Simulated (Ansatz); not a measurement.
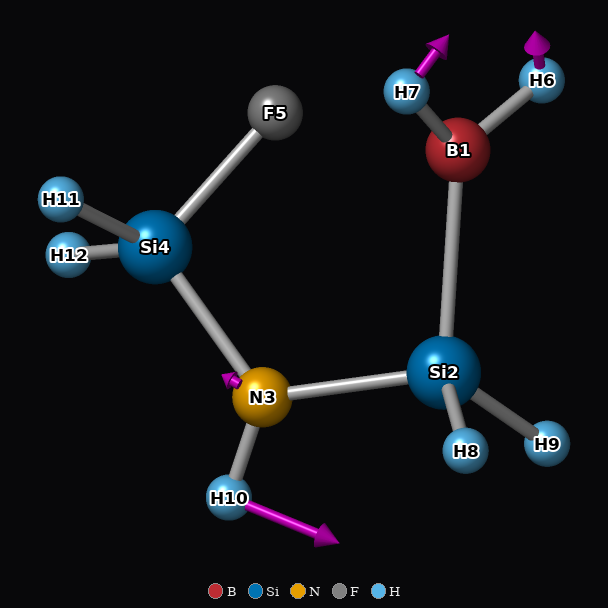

The arrows show one normal mode. Harmonic vibrations computed with RKS PBE0-D4/def2-TZVP (Ansatz 0.2.0) at a stationary point of the same level.

> Estimate its harmonic wavenumber.

1149 cm⁻¹; it is mode 22 of 30 counted from the lowest.
